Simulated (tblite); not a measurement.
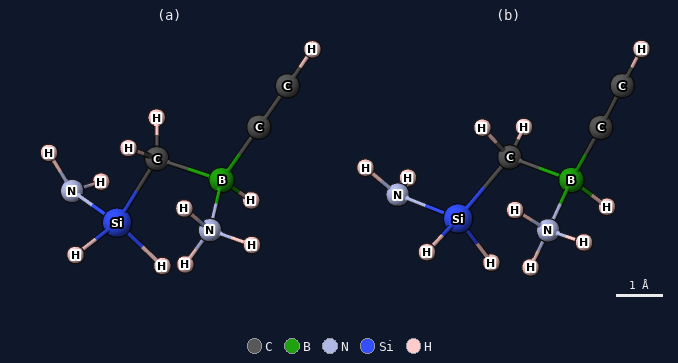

The structure of C₃H₁₁BN₂Si before (left) and after (right) a relaxation, at one scale.

A ball-and-stick model, seen from a free direction.

Theory: GFN2-xTB geometry optimisation, gas phase in tblite. 

### What changed between the two?

The energy falls by 55.5 kJ/mol in 154 geometry steps. The largest move after the best rigid fit is that of an H atom, 0.81 Å. Largest moves by element: H 0.81 Å, C 0.43 Å, N 0.36 Å, B 0.23 Å, Si 0.18 Å. Near-neighbour distances that change, for instance: B–N 1.546 → 1.662 Å, B–C 1.566 → 1.633 Å, N–Si 1.796 → 1.732 Å, C–H 1.137 → 1.096 Å. Bond angles that change, for instance: Si–N–H 108.4° → 117.6°, Si–N–H 108.3° → 117.3°, C–Si–N 108.4° → 117.2°. Groups turn about C–Si by about 30°.
